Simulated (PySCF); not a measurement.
C₃H₇BOSi

The calculation's input:

```
{"job": {"kind": "uv", "xc": "B3LYP", "basis": "def2-SVPD", "nstates": 8, "ntriplets": 3}, "charge": 0, "multiplicity": 1}
B     -1.485923     1.216529    -0.888665
O     -1.484015    -0.032171    -0.467242
C     -1.068345    -0.440083     0.822414
Si     0.600764    -1.358591     0.636571
C      1.850790    -0.103741     0.107050
C      2.636428     0.733997    -0.250765
H     -1.172226     2.121644    -0.194244
H     -1.836481     1.374787    -1.996314
H     -0.989196     0.421874     1.493636
H     -1.843844    -1.102091     1.219387
H      0.986173    -1.906390     1.943358
H      0.472323    -2.388456    -0.396144
H      3.329162     1.463178    -0.561138
```

Launched as:

```sh
OMP_NUM_THREADS=1 python probes_run.py task.json out
```

Geometry: GFN2-xTB.

Method: B3LYP/def2-SVPD, SCF density, gas phase (PySCF).

Question: What can the converged electron density and electron localisation function tell about the bonding?

Answer: C–C (1.20 Å): ρ is about 2.8 e/Å³ halfway; the ELF peaks at about 0.85 between the atoms: a short, multiple covalent bond.
C–Si (1.85 Å): ρ is about 0.94 e/Å³ halfway; the ELF peaks at about 0.95 between the atoms (a shared electron pair).
C–H (1.05 Å): ρ at the midpoint is about 2.1 e/Å³; the ELF climbs to about 1 towards the hydrogen, as it does in any bond to H; a covalent bond by its length.
C–Si (1.91 Å): ρ at the midpoint is about 0.94 e/Å³; the ELF peaks at about 1 between the atoms (a shared electron pair).

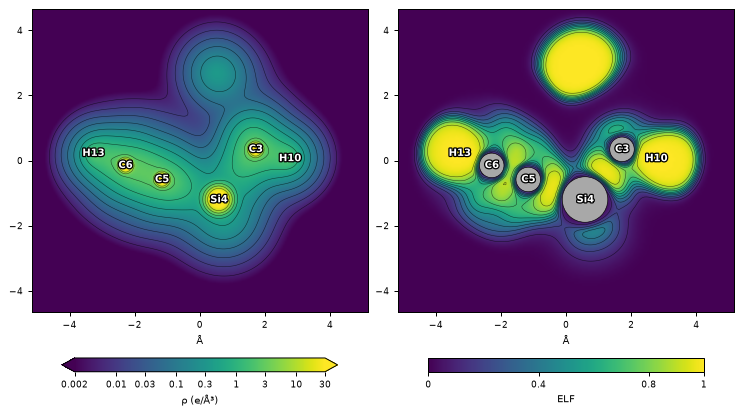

Computed electron density and electron localisation function on the plane of atoms C3, Si4 and C5, in this order. Grey discs cover the atomic cores in the ELF map. 
